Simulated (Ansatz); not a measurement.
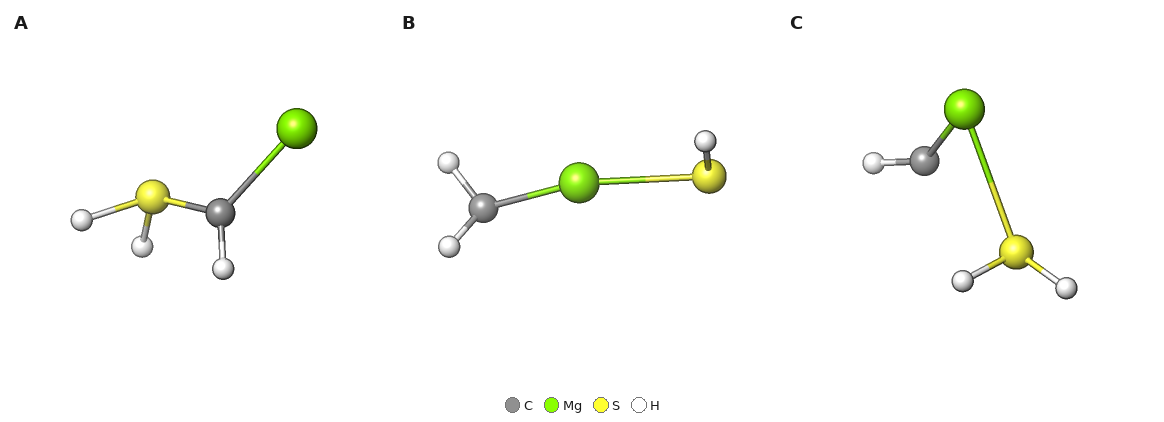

3 stationary structures of one formula. State: charge −1, singlet. Geometries: PBE-D4/def2-SVPD. Electronic energies: PBE-D4/def2-SVPD (Ansatz 0.2.0), without zero-point energy. No frequency run is at hand to confirm each as a minimum.

### Rank them by energy, lowest first.

B is lowest; A lies 2.719 eV above it (Cs), C lies 4.220 eV above it (C1).
